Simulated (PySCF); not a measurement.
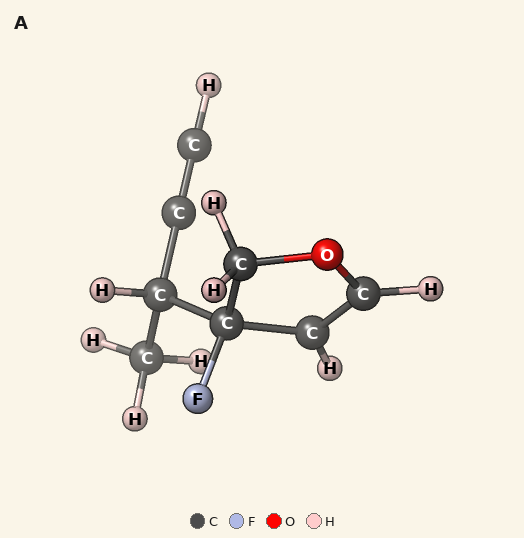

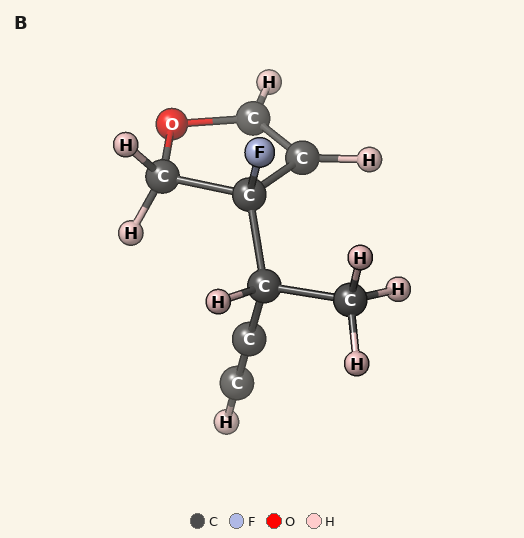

Depth is shown by fading: the farther an atom, the more it takes the colour of the background. The computed structure is the end point of a PBE0-D3(BJ)/def2-SVP optimisation. No frequency run is at hand to confirm it as a minimum.

Q: Can A be turned into B by a rotation alone?

A: Yes. They are the same structure, C8H9FO (C#C[C@@H](C)[C@@]1(F)C=COC1), seen from two directions: a rotation takes one into the other. The geometry is chiral (C1), so its mirror image would differ.
